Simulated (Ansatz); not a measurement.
## Geometry relaxation, with input and output: Si₈AsO₁₆ (part 4 of 4)

Si₈AsO₁₆ (defect cell, 25 atoms in the cell); DFT PBE, scalar-relativistic, plane waves, PAW, PAW set soft_1, spin-polarised (Ansatz 0.2.0); cutoff 420 eV, 2×2×2 k-mesh, Fermi–Dirac smearing of 0.02 eV, collinear spins. The structure derives from an entry of the Crystallography Open Database. It belongs to a series of runs on one base structure; here: start relaxed.

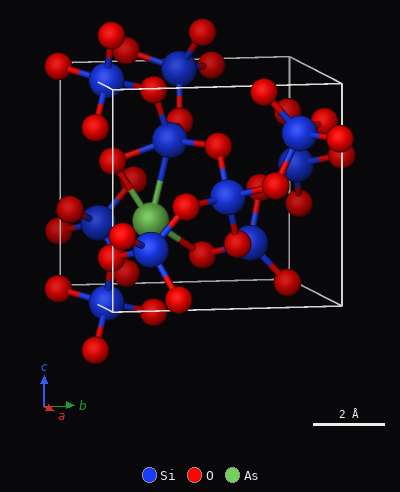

Figure 1. The geometry at step 18 of the log (ball-and-stick view of the cell of the calculation, seen slightly off an axis; bonded neighbours outside the cell are drawn too).

Trajectory as extended XYZ, continued:
```
25
Lattice="-4.6820 -4.6820 0.0000 4.6820 -4.6820 0.0000 0.0000 0.0000 6.3110" Properties=species:S:1:pos:R:3:forces:R:3 step=13 energy=-19040.19112
Si    1.5452   -3.0707   -0.0823    0.0934  -0.1173  -0.2636
Si    0.6761   -0.8558    1.7423    0.3004   0.6089  -0.1451
Si   -1.4607   -6.3651    3.0646    0.2054   0.1797  -0.1293
Si    3.9178   -3.8029    4.8846    0.0204   0.0848   0.1869
O     1.1360   -4.1465    1.0992   -0.0471  -0.2185   0.1667
O    -3.0391   -6.0274    2.9521   -0.0195  -0.1201  -0.0229
O    -0.8803   -5.6225    4.3731   -0.0622   0.1152   0.0060
O     3.1526   -3.0772    6.1197    0.0543  -0.1694  -0.0816
O    -1.2273   -7.8945    3.4547   -0.0439  -0.2997  -0.0812
O    -0.7266   -6.1217    1.6084   -0.1843   0.1956   0.1384
O     1.0068   -1.6203    0.3377   -0.2191   0.0302   0.0769
O     0.9046   -3.5708    4.8456   -0.1976  -0.0002   0.1292
Si   -2.9068   -3.4117    0.0127    0.3516  -0.2335  -0.0727
Si    0.8394   -5.7431    1.4350    0.3303  -0.2097  -0.4082
Si   -1.7450   -1.2766    3.4292   -0.1465   0.1780   0.1184
Si   -0.6456   -4.0046    4.4613   -0.0318  -0.3439   1.7530
O    -3.5035   -4.0125    1.4000    0.0111  -0.1101   0.0491
O     1.4184   -5.8884    2.9246   -0.0689   0.2066   0.1759
O     3.3728   -5.3258    4.8439    0.0339  -0.1076  -0.1638
O    -1.3926   -3.8661    5.9938   -0.0047   0.1732   0.0935
O    -1.7535   -2.8547    3.8397    0.2621  -0.2097  -0.2196
O    -0.8632   -0.6399    2.2018   -0.0709  -0.3126   0.0540
O     1.5992   -6.4867    0.2308   -0.0805   0.1474   0.1345
O     0.8258   -8.5070    5.0704   -0.1686   0.0557  -0.0362
As   -0.4426   -3.4177    2.2822   -0.3180   0.4774  -1.4579
25
Lattice="-4.6820 -4.6820 0.0000 4.6820 -4.6820 0.0000 0.0000 0.0000 6.3110" Properties=species:S:1:pos:R:3:forces:R:3 step=15 energy=-19040.35956
Si    1.5073   -3.0699   -0.0909   -0.2916  -0.2077  -0.2431
Si    0.7154   -0.8206    1.7194   -0.0470   0.1226   0.1186
Si   -1.4200   -6.3893    3.0332   -0.0483  -0.0146   0.0966
Si    3.9104   -3.7865    4.9007   -0.1756  -0.0835  -0.1978
O     1.1009   -4.1349    1.0959   -0.1975   0.0614   0.0050
O    -3.0082   -6.1081    2.8726   -0.0517   0.0747  -0.0774
O    -0.9115   -5.6418    4.3721    0.0176  -0.1593   0.0427
O     3.1141   -3.0880    6.1209   -0.0201   0.0216   0.0609
O    -1.2317   -7.9297    3.4438    0.0780  -0.1301   0.0598
O    -0.6434   -6.1644    1.6044    0.0959   0.0581  -0.0386
O     0.9289   -1.6269    0.3227    0.0045   0.0882  -0.0053
O     0.8631   -3.5643    4.8301    0.0178   0.0811   0.1388
Si   -2.8893   -3.3830    0.0054    0.4597  -0.0057   0.1462
Si    0.9184   -5.7285    1.4610    0.0357   0.2183   0.0882
Si   -1.7262   -1.2724    3.4694    0.0167   0.3086   0.0644
Si   -0.6771   -4.0212    4.4575    0.1250  -0.1075   0.6490
O    -3.4789   -3.9858    1.3995   -0.2635  -0.1433   0.0631
O     1.4415   -5.7499    2.9917   -0.0601  -0.1038  -0.2166
O     3.4503   -5.3402    4.8660    0.0815   0.1228   0.0512
O    -1.4040   -3.8936    5.9854    0.0309  -0.0777  -0.0551
O    -1.8011   -2.8461    3.8675    0.2527  -0.2754  -0.2379
O    -0.8185   -0.7128    2.2300    0.2558  -0.0817  -0.1005
O     1.7194   -6.4626    0.2834   -0.1586   0.1222   0.0914
O     0.8121   -8.4121    5.0826   -0.0982  -0.0227  -0.0104
As   -0.6641   -3.4772    2.2008   -0.0594   0.1333  -0.4933
25
Lattice="-4.6820 -4.6820 0.0000 4.6820 -4.6820 0.0000 0.0000 0.0000 6.3110" Properties=species:S:1:pos:R:3:forces:R:3 step=16 energy=-19040.39142
Si    1.4860   -3.0659   -0.0950    0.1430  -0.0737  -0.1974
Si    0.7159   -0.8229    1.7210    0.3777   0.2524  -0.1077
Si   -1.4159   -6.3947    3.0376   -0.2047   0.1261  -0.1741
Si    3.9094   -3.7845    4.9037   -0.1294  -0.0014   0.1332
O     1.0780   -4.1205    1.0951   -0.0303  -0.0057  -0.0622
O    -3.0093   -6.1101    2.8701    0.2599  -0.0439   0.0624
O    -0.9086   -5.6573    4.3802    0.0526  -0.0412   0.1047
O     3.0987   -3.0859    6.1254   -0.0458  -0.1108  -0.1471
O    -1.2225   -7.9333    3.4439    0.0122  -0.2055  -0.0066
O    -0.6386   -6.1577    1.6085   -0.1371  -0.1047   0.0172
O     0.9205   -1.6198    0.3194    0.0209   0.0476  -0.0951
O     0.8527   -3.5679    4.8283    0.2242   0.1071   0.0582
Si   -2.8837   -3.3733    0.0152    0.3238  -0.0009   0.3350
Si    0.9133   -5.7106    1.4639    0.1315  -0.0100   0.0888
Si   -1.7104   -1.2767    3.4634   -0.1658   0.1952   0.2458
Si   -0.6733   -4.0378    4.4664   -0.1381  -0.0277   0.1171
O    -3.4909   -3.9818    1.4078   -0.0824  -0.0481  -0.1467
O     1.4499   -5.7580    2.9861    0.2258  -0.0617  -0.0370
O     3.4619   -5.3417    4.8682   -0.0326  -0.0371  -0.1836
O    -1.3976   -3.8966    5.9882   -0.2253   0.0052  -0.0528
O    -1.7746   -2.8617    3.8465    0.0523   0.0720   0.0248
O    -0.8013   -0.7212    2.2262   -0.3508   0.0146   0.1472
O     1.7098   -6.4473    0.2850   -0.0377  -0.0502   0.0116
O     0.8129   -8.4034    5.0957   -0.1370   0.0006  -0.0726
As   -0.6745   -3.4794    2.1743   -0.1076   0.0017  -0.0629
25
Lattice="-4.6820 -4.6820 0.0000 4.6820 -4.6820 0.0000 0.0000 0.0000 6.3110" Properties=species:S:1:pos:R:3:forces:R:3 step=17 energy=-19040.42032
Si    1.4328   -3.0459   -0.1133   -0.0013   0.0321   0.0023
Si    0.7793   -0.7691    1.7618   -0.0021   0.1407  -0.0274
Si   -1.3550   -6.4099    3.0509    0.0173   0.2036   0.0356
Si    3.8671   -3.7775    4.9256    0.0895  -0.0149  -0.1540
O     0.9409   -4.1374    1.0145    0.0944  -0.0174   0.0082
O    -2.9157   -5.9689    2.9259    0.1114  -0.1324  -0.0177
O    -0.7213   -5.7275    4.3848   -0.0534  -0.1409  -0.0523
O     3.0356   -3.1353    6.1465   -0.0788   0.0695   0.0667
O    -1.3141   -7.9671    3.4602   -0.1030  -0.0835   0.0005
O    -0.5708   -6.2523    1.6204    0.0678  -0.0759  -0.0727
O     0.9792   -1.5878    0.3783   -0.0684  -0.1199  -0.0914
O     0.7730   -3.4461    4.7933    0.1023   0.0286  -0.0058
Si   -2.8952   -3.3531   -0.0101   -0.1657   0.0500   0.1246
Si    0.9561   -5.7145    1.4598   -0.0409  -0.2193  -0.0338
Si   -1.6782   -1.2761    3.5052    0.0920  -0.0582  -0.0077
Si   -0.7001   -4.0787    4.4469   -0.0916   0.0458  -0.1582
O    -3.5656   -3.9186    1.3728   -0.0818  -0.0463   0.0083
O     1.5180   -5.7025    2.9675    0.0539   0.1291  -0.0796
O     3.5085   -5.3547    4.9017   -0.0537   0.0027   0.0110
O    -1.4918   -4.0447    5.9395   -0.0198   0.0039  -0.1162
O    -1.7636   -2.8552    3.8745    0.0335  -0.1379  -0.1921
O    -0.7354   -0.7857    2.2812    0.0622  -0.0573  -0.0377
O     1.7788   -6.4274    0.2799    0.0472  -0.0033   0.0507
O     0.7608   -8.2987    5.0760    0.1219   0.0017   0.0611
As   -0.8156   -3.5752    2.0815   -0.1345   0.3992   0.6772
25
Lattice="-4.6820 -4.6820 0.0000 4.6820 -4.6820 0.0000 0.0000 0.0000 6.3110" Properties=species:S:1:pos:R:3:forces:R:3 step=18 energy=-19040.44946
Si    1.4307   -3.0515   -0.1200    0.0356  -0.0622   0.1620
Si    0.7710   -0.7798    1.7420    0.1016   0.0178  -0.0262
Si   -1.3619   -6.4214    3.0381    0.0162   0.0340  -0.0583
Si    3.8741   -3.7763    4.9227    0.0977   0.1160   0.0054
O     0.9498   -4.1285    1.0274    0.0813  -0.0378  -0.0127
O    -2.9283   -6.0181    2.8936    0.0705  -0.0148  -0.0699
O    -0.7644   -5.7338    4.3813    0.0396   0.1327  -0.0356
O     3.0354   -3.1226    6.1396    0.0211  -0.0124  -0.0441
O    -1.3007   -7.9796    3.4510   -0.0450  -0.0017   0.0035
O    -0.5643   -6.2486    1.6164   -0.0235   0.0097   0.0670
O     0.9485   -1.5949    0.3505   -0.0538   0.0159  -0.0197
O     0.7887   -3.4756    4.7884   -0.0895  -0.0354  -0.0908
Si   -2.8886   -3.3497    0.0043   -0.0163  -0.0561   0.0291
Si    0.9612   -5.7108    1.4666   -0.1971   0.1828   0.0039
Si   -1.6765   -1.2719    3.5057   -0.0553   0.2021   0.0369
Si   -0.7017   -4.0797    4.4421   -0.0007  -0.1661   0.1456
O    -3.5589   -3.9280    1.3805   -0.0375  -0.0284   0.0034
O     1.5177   -5.6839    2.9761    0.0776   0.0297   0.0049
O     3.5116   -5.3524    4.9026   -0.0291  -0.0562  -0.0049
O    -1.4781   -4.0285    5.9475   -0.0385   0.0607  -0.0904
O    -1.7777   -2.8514    3.8789   -0.0082  -0.0215  -0.1074
O    -0.7390   -0.7860    2.2729   -0.0323   0.0339   0.0464
O     1.7917   -6.4263    0.3000    0.0888  -0.0668  -0.0736
O     0.7705   -8.2992    5.0876   -0.0317   0.0183   0.0487
As   -0.8032   -3.5118    2.1293    0.0289  -0.2944   0.0781
25
Lattice="-4.6820 -4.6820 0.0000 4.6820 -4.6820 0.0000 0.0000 0.0000 6.3110" Properties=species:S:1:pos:R:3:forces:R:3 step=20 energy=-19040.46560
Si    1.4275   -3.0524   -0.1186    0.0576   0.0295  -0.0290
Si    0.7683   -0.7842    1.7316    0.0160  -0.0923   0.0070
Si   -1.3553   -6.4193    3.0283   -0.0217  -0.0224  -0.0219
Si    3.8768   -3.7583    4.9187    0.0139   0.0336  -0.0305
O     0.9773   -4.1249    1.0344   -0.0074   0.0092   0.0050
O    -2.9208   -6.0337    2.8669   -0.0002   0.0204  -0.0248
O    -0.7708   -5.7427    4.3828    0.0585  -0.0011   0.0449
O     3.0339   -3.0976    6.1270   -0.0264   0.0031  -0.0003
O    -1.2958   -7.9795    3.4391    0.0011  -0.0121   0.0092
O    -0.5554   -6.2390    1.6109    0.0153  -0.0203  -0.0104
O     0.9246   -1.5967    0.3368   -0.0236   0.0049  -0.0072
O     0.7842   -3.4898    4.7902   -0.0109  -0.0157   0.0290
Si   -2.8943   -3.3498    0.0100    0.0477  -0.0088   0.0465
Si    0.9683   -5.6987    1.4669    0.0616  -0.0566   0.0026
Si   -1.6778   -1.2579    3.5173    0.0326  -0.0143   0.0390
Si   -0.7064   -4.0936    4.4550   -0.0079  -0.0181   0.1127
O    -3.5787   -3.9301    1.3770   -0.0120   0.0270  -0.0206
O     1.5210   -5.6795    2.9799   -0.0337   0.0228  -0.0102
O     3.5089   -5.3370    4.9121   -0.0239   0.0048   0.0119
O    -1.4869   -4.0341    5.9513   -0.0283   0.0227  -0.0772
O    -1.7647   -2.8471    3.8754    0.0132   0.0449  -0.0517
O    -0.7316   -0.8025    2.2854   -0.0317  -0.0145  -0.0131
O     1.8067   -6.4291    0.3096   -0.0006  -0.0032   0.0169
O     0.7723   -8.2831    5.0854   -0.0315   0.0075   0.0061
As   -0.8235   -3.5496    2.1518   -0.0576   0.0490  -0.0339
25
Lattice="-4.6820 -4.6820 0.0000 4.6820 -4.6820 0.0000 0.0000 0.0000 6.3110" Properties=species:S:1:pos:R:3:forces:R:3 step=21 energy=-19040.46450 accepted=F
Si    1.4210   -3.0591   -0.1243   -0.0116  -0.0038   0.0278
Si    0.7586   -0.7987    1.7094    0.0080   0.0388  -0.0340
Si   -1.3424   -6.4016    3.0160    0.0123  -0.2795  -0.0498
Si    3.8754   -3.7134    4.9048   -0.0253  -0.0321  -0.0407
O     0.9894   -4.1128    1.0497    0.0104  -0.0676   0.0145
O    -2.9100   -6.0300    2.8354    0.0065   0.0472   0.0135
O    -0.7490   -5.7864    4.4010   -0.0125   0.0974  -0.0477
O     3.0252   -3.0713    6.1186   -0.0116   0.0122  -0.0078
O    -1.3067   -7.9745    3.4145    0.0231   0.0177  -0.0435
O    -0.5170   -6.2243    1.6134   -0.0071  -0.0119  -0.0583
O     0.8954   -1.6058    0.3126   -0.0154  -0.0077   0.0052
O     0.7725   -3.5304    4.7989   -0.0378   0.0019  -0.0281
Si   -2.9033   -3.3443    0.0123   -0.0719  -0.0185  -0.0237
Si    1.0102   -5.6842    1.4814   -0.0704   0.0067  -0.0063
Si   -1.6642   -1.2465    3.5406    0.0252   0.1096   0.1011
Si   -0.7199   -4.1328    4.4660    0.1014   0.1084   0.1593
O    -3.6387   -3.9360    1.3468    0.0585   0.0262   0.0371
O     1.5356   -5.6632    3.0036   -0.0361   0.0005  -0.0287
O     3.5268   -5.3000    4.9182    0.0093  -0.0054   0.0382
O    -1.5228   -4.0755    5.9422    0.0032  -0.0079   0.0847
O    -1.7370   -2.8314    3.9006    0.0434  -0.0424  -0.0988
O    -0.7312   -0.8565    2.2824    0.0174   0.0489   0.0026
O     1.8538   -6.4288    0.3361   -0.0093  -0.0260   0.0368
O     0.7677   -8.2205    5.0728    0.0463   0.0196  -0.0154
As   -0.8818   -3.5822    2.1720   -0.0560  -0.0322  -0.0380
25
Lattice="-4.6820 -4.6820 0.0000 4.6820 -4.6820 0.0000 0.0000 0.0000 6.3110" Properties=species:S:1:pos:R:3:forces:R:3 step=22 energy=-19040.47076
Si    1.4240   -3.0524   -0.1196    0.0144  -0.0316   0.0320
Si    0.7668   -0.7897    1.7265   -0.0179  -0.0235   0.0164
Si   -1.3468   -6.4193    3.0213    0.0225   0.0523   0.0197
Si    3.8754   -3.7415    4.9152    0.0043   0.0060   0.0156
O     0.9816   -4.1238    1.0369   -0.0102   0.0225  -0.0275
O    -2.9120   -6.0325    2.8550    0.0130   0.0060   0.0102
O    -0.7547   -5.7562    4.3855   -0.0212  -0.0295  -0.0449
O     3.0289   -3.0841    6.1226    0.0007   0.0118  -0.0142
O    -1.2989   -7.9818    3.4304    0.0006  -0.0041  -0.0054
O    -0.5404   -6.2431    1.6067   -0.0015  -0.0012   0.0153
O     0.9125   -1.5987    0.3308   -0.0217   0.0053  -0.0171
O     0.7773   -3.4967    4.7935    0.0029  -0.0053  -0.0141
Si   -2.8976   -3.3495    0.0121   -0.0195   0.0052   0.0301
Si    0.9822   -5.6963    1.4696    0.0105   0.0177   0.0141
Si   -1.6748   -1.2489    3.5294   -0.0121   0.0201  -0.0017
Si   -0.7104   -4.1045    4.4614   -0.0041  -0.0385  -0.0116
O    -3.5987   -3.9314    1.3692   -0.0161  -0.0129  -0.0006
O     1.5243   -5.6739    2.9859    0.0307   0.0174   0.0259
O     3.5106   -5.3223    4.9204   -0.0147  -0.0020   0.0118
O    -1.5009   -4.0498    5.9469   -0.0018  -0.0089  -0.0439
O    -1.7519   -2.8387    3.8784    0.0017  -0.0111   0.0097
O    -0.7287   -0.8212    2.2904    0.0056   0.0031  -0.0115
O     1.8253   -6.4316    0.3198    0.0109   0.0013  -0.0082
O     0.7698   -8.2608    5.0819    0.0068   0.0059  -0.0010
As   -0.8550   -3.5613    2.1550    0.0164  -0.0062   0.0010
```

Summary:

| quantity | value |
| --- | --- |
| outcome | converged |
| electrons treated | 143 |
| free energy | −19040.4708 eV |
| Fermi energy | 8.184 eV |
| net moment of the cell | 1.00 μB |
| integrated absolute moment | 1.06 μB |
| final volume | 276.69 Å³ |
| largest force (length of the vector) at the end | 0.060 eV/Å |
| hardware | 2 threads of Arm Neoverse V2, 24 GiB of memory available, shared host |
| wall time | 5 min (CPU time 9.9 min) |
| peak memory | 0.81 GiB |

The input asks for low accuracy. The k-point mesh is coarse for a cell of this size, so the results may not be converged.
